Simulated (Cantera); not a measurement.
Input: 1 mol BN, 1.9 mol HF, a varied amount of H2, 0.33 mol H2O, equilibrated at 1502 °C and 750 Torr.

These are equilibrium values from Cantera (NASA tables, ideal gas, pure condensed phases), not measurements of a reactor. Candidate condensed phases: B, BN, B2O3, B3O3H3, H2O; 62 gas species. The tables' values for BF2 are old estimates; treat these amounts as uncertain. Rates play no part.

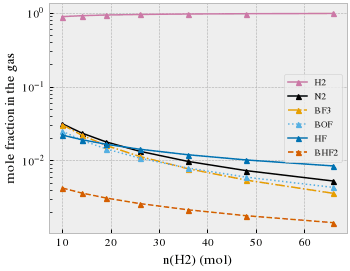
*Equilibrium gas composition (values under 1e-9 drawn at 1e-9)*

Task: Read off the mole fractions at 14 mol H2.

Result: H2 about 0.91, N2 about 0.024, BF3 about 0.022, HF about 0.019, BOF about 0.019, BHF2 about 0.0036.
